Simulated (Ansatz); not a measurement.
## Electronic structure of FHOSn in real space

```xyz
4

F     1.2458   -0.8261    0.7296
O    -1.1689   -0.2480   -0.8681
Sn   -0.6465   -0.3097    1.0915
H    -0.3964   -0.4751   -1.4307
```

Geometry: BLYP-D3(BJ)/def2-SVP; core potentials replace the inner electrons of Sn.

Method: Ansatz 0.2.0, isolated molecule in a Gaussian basis; Kohn-Sham density functional theory, functional PBE0.

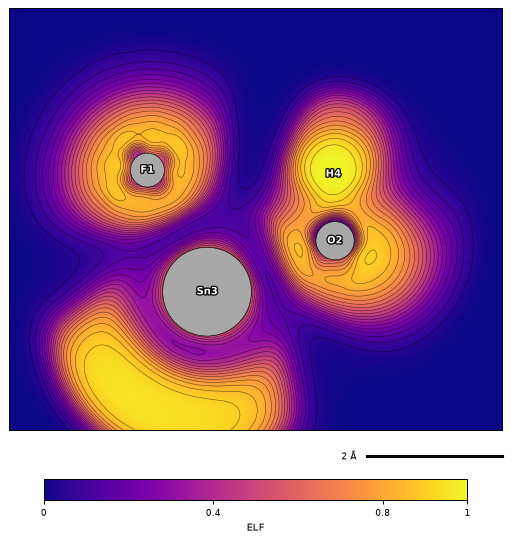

Figure 1. ELF on the molecular plane. Grey discs cover the atomic cores.

What do the fields say about this system?

Answer.
- The section cuts through F, O, Sn and H sites.
- Sn–F (1.99 Å): the ELF peaks at about 0.80 in the valence shell of F, 0.5 Å from its nucleus, and drops to about 0.15 between the two atoms.
- Sn–O (2.03 Å): the ELF peaks at about 0.85 in the valence shell of O, 0.6 Å from its nucleus, and drops to about 0.15 between the two atoms.
- O–H (0.98 Å): the ELF climbs to about 1 towards the hydrogen, as it does in any bond to H (a covalent bond by its length).
- The ELF also peaks beside O2 and F1, away from the bonds: lone-pair regions.

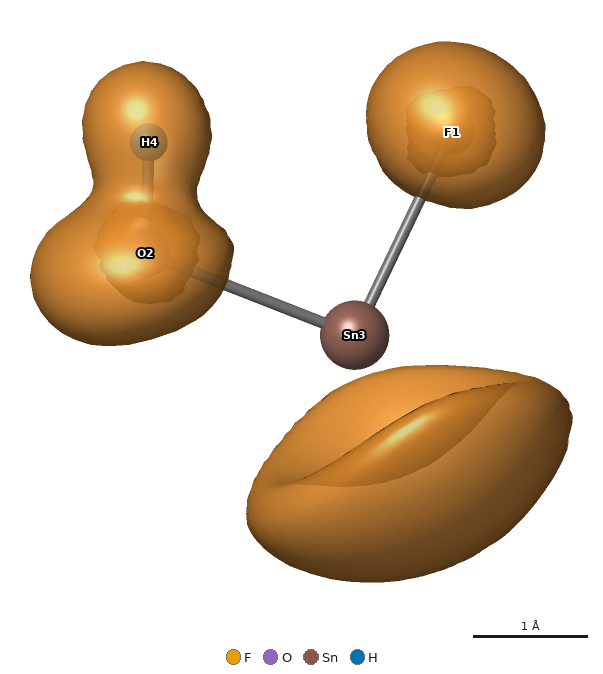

Figure 2. Isosurface of the ELF at 0.75 (orange), seen at a tilt. Only the valence region is drawn (cores and ρ < 0.01 e/Å³ removed).

Where are the electrons localised?

Answer. At this value the surface marks out one lobe on Sn, pointing away from the bonds (lone pairs), one region wrapped around F (its valence shell) and one joined region spread over several atoms (H, O), in which their bonds and any lone pairs are merged.

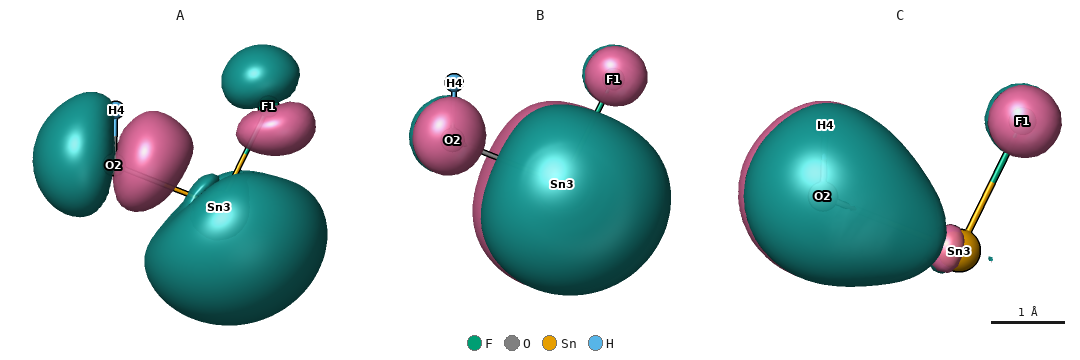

Figure 3. Three frontier orbitals at ±0.08 Å⁻³ᐟ² (teal and pink are the two phases), in no order.

Order the three orbitals by energy and name them.

Answer. C is the HOMO−1 (−8.89 eV). Its weight (Hirshfeld) is mainly on O2 (about 80 %); it changes sign across the molecular plane (π type). A is the HOMO (−8.28 eV). By Hirshfeld shares it lies mainly on Sn3 (about 55 %), O2 (about 35 %) and F1 (about 10 %); it is symmetric in the molecular plane (an in-plane orbital: σ, lone-pair or in-plane π type). B is the LUMO (−2.59 eV). Its weight (Hirshfeld) is mainly on Sn3 (about 90 %) and O2 (about 5 %); it changes sign across the molecular plane (π type).

What is the HOMO–LUMO gap?

Answer. 5.69 eV between the orbital energies.
